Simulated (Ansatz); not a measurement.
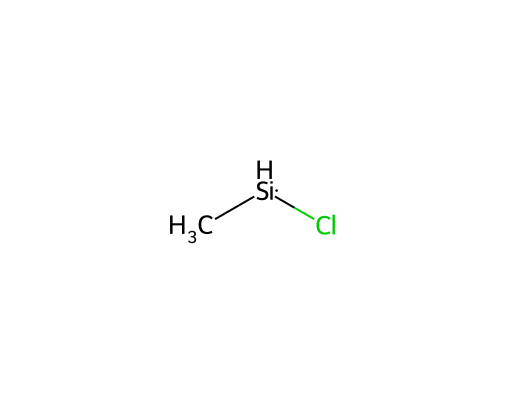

2D structure. The species is neutral and a spin doublet.

Write the SMILES.

C[SiH]Cl

What is the molecular formula?

CH4ClSi.

An optimisation with PBE0-D4/def2-TZVP gave a structure of which point group?

C1.

The parts below concern this one geometry. Atoms keep their numbers from picture to picture. The geometry was computed by an optimisation with PBE0-D4/def2-TZVP.

## Levels of theory compared

Program: Ansatz 0.2.0.

Tabulate HOMO energy (eV), dipole (D) at these levels: B3LYP-D4/def2-TZVPP; PBE-D4/def2-TZVPP; r2SCAN-D4/def2-TZVPP; ωB97M-V/def2-TZVPP.

```json
{"level": "B3LYP-D4/def2-TZVPP", "HOMO energy (eV)": "−5.84", "dipole (D)": "1.80"}
{"level": "PBE-D4/def2-TZVPP", "HOMO energy (eV)": "−4.96", "dipole (D)": "1.76"}
{"level": "r2SCAN-D4/def2-TZVPP", "HOMO energy (eV)": "−5.31", "dipole (D)": "1.83"}
{"level": "ωB97M-V/def2-TZVPP", "HOMO energy (eV)": "−7.87", "dipole (D)": "1.82"}
```

## Vibrations

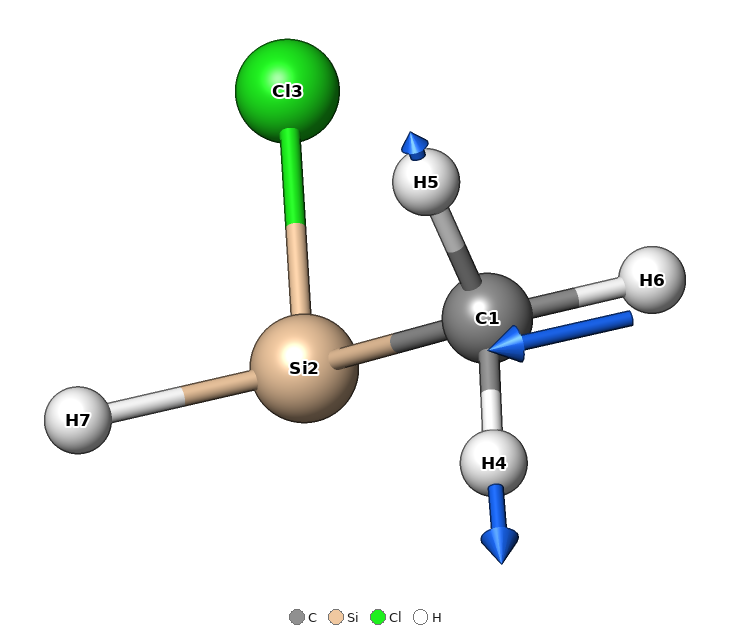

The arrows show one normal mode. Harmonic vibrations computed with UKS PBE0-D4/def2-TZVP (Ansatz 0.2.0) at a stationary point of the same level.

Describe the motion.

Mostly out-of-phase stretching of 2 C–H bonds.

Estimate its harmonic wavenumber.

3150 cm⁻¹; it is mode 15 of 15 counted from the lowest.

## Charges

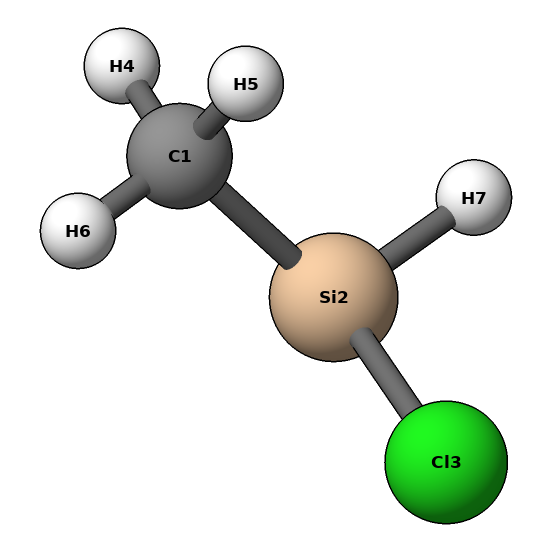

The questions are on Mulliken charges. Method: UKS B3LYP-D4/def2-TZVPP (Ansatz 0.2.0).

Give the Mulliken charges atom by atom.

```tsv
atom	value (e)
C1	−0.36
Si2	0.34
Cl3	−0.25
H4	0.11
H5	0.11
H6	0.11
H7	−0.06
```

Mulliken values depend strongly on the basis set and can even reverse the polarity of a bond.
